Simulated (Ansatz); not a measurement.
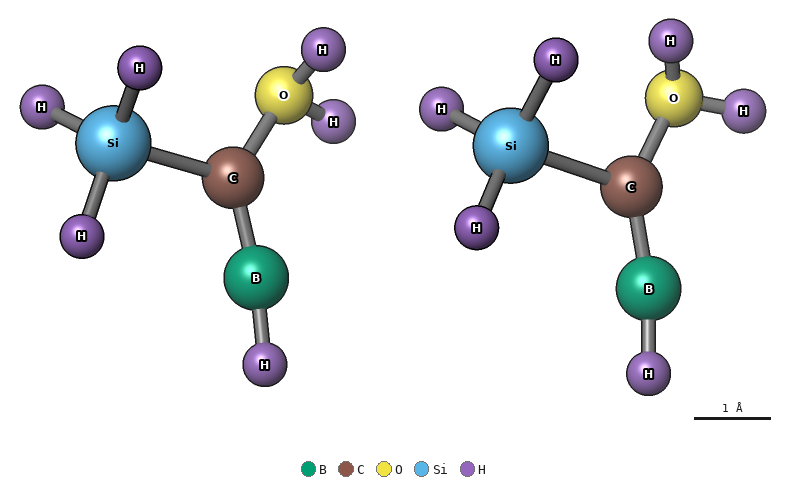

Two geometries of CH$_{6}$BOSi (charge +1), drawn at one scale. One is the start of a relaxation, the other its converged end. Style: ball-and-stick. Shown at a tilt.

These are results of RKS PBE0-D4/STO-3G (Ansatz), not measurements. Settings: no spin polarisation; force threshold 0.015 eV/Å; at most 40 steps.

Q: Which geometry has the lower energy?

A: The left one is the relaxed one. The run prepares an end point of a later path (torsion) calculation, from a guessed geometry. Over 12 accepted moves (15 points after the start) the energy falls by 0.299 eV. The largest force component goes from 2.2 to 0.0048 eV/Å. The line search rejected the trial steps at points 4, 7, 14 of the run. An H atom moves most after the best rigid fit: 0.62 Å. Largest moves by element: H 0.62 Å, B 0.19 Å, C 0.17 Å, Si 0.07 Å, O 0.05 Å. Near-neighbour distances that change, for instance: C–Si 1.969 → 1.887 Å, H–O 0.983 → 1.020 Å, H–Si 1.478 → 1.445 Å, B–H 1.142 → 1.166 Å. Bond angles that change, for instance: C–Si–H 97.6° → 106.8°, B–C–O 137.2° → 129.3°, O–C–Si 108.6° → 116.3°. Groups turn about C–O by about 35°. The run took roughly 30 core-seconds on a shared host.

Limits of the set-up: STO-3G is a minimal basis, so the numbers are rough.
